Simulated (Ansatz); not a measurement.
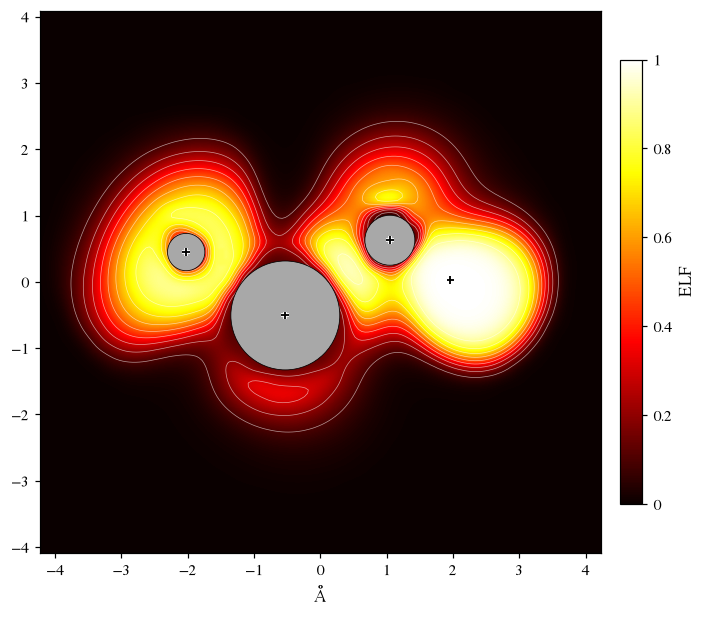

The ELF on a plane through atoms (crosses mark nuclei in the plane; grey discs cover the cores).

Method: RKS PBE0-D4/def2-TZVPP in Ansatz.

Candidates:
A. CH7GeNO (SMILES [CH3][GeH]([NH2])[OH])
B. CH3BFNO (SMILES NC1(F)BO1)
C. CF2O (SMILES O=C(F)F)

Which candidate gave the map?

Candidate A: CH7GeNO on the plane of atoms Ge2, C1 and H6, which holds C, Ge, O and H. Ge–O (1.78 Å): the ELF peaks at about 0.85 in the valence shell of O, 0.6 Å from its nucleus, and is about 0.35 at the midpoint. C–Ge (1.94 Å): the ELF peaks at about 0.95 between the atoms (a shared electron pair).
